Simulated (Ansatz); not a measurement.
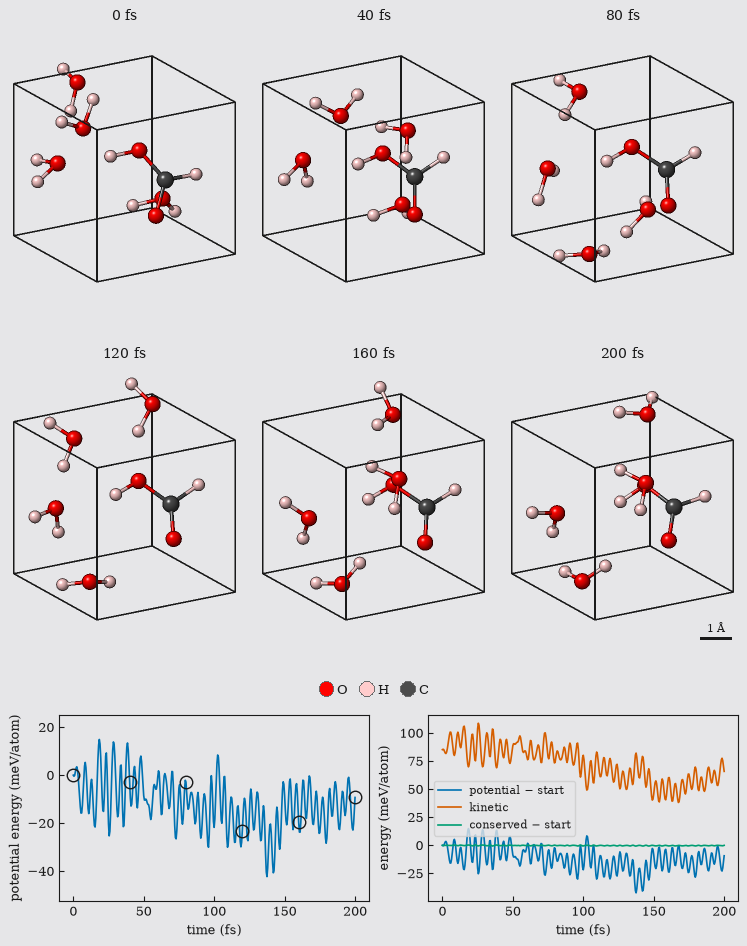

First-principles dynamics of a periodic cell with 4 H2O + 1 HCOOH at 1.339 g/cm³, 200 fs long. It starts from the last geometry of an earlier run, with fresh velocities. Frames and the history of the run. Style: ball-and-stick. Shown: the simulation cell, from a free direction. Atoms that leave the cell re-enter on the other side.

Level of theory: Ansatz 0.2.0, DFT PBE-D3(BJ), scalar-relativistic, plane waves, PAW. Settings: plane-wave cutoff 420 eV; k-point mesh 1 × 1 × 1; Fermi-Dirac smearing 0.02 eV; low-accuracy preset; Nosé-Hoover thermostat (NVT); set temperature 700 K; time step 0.5 fs; thermostat time 50.0 fs.

Describe the run.

Root-mean-square distances from the starting positions over the second half, with the common drift of all atoms taken out: H 1.05 Å, O 0.96 Å, C 0.59 Å. The heavy atoms stay within a fraction of a molecule's size of their starting places; so short a run doesn't tell a liquid from a solid. Over the second half the temperature averages 491 K (spread ±86 K). The potential energy in the second half lies on average 15.7 meV per atom below the first frame.

Limits of the set-up: the program's low-accuracy preset was used; the periodic images lie only 5.3 Å apart, so the values are limited by the cell's size.

The run took 4.2 min on 1 thread of Arm Neoverse V1 (shared host), peak memory 0.31 GiB.
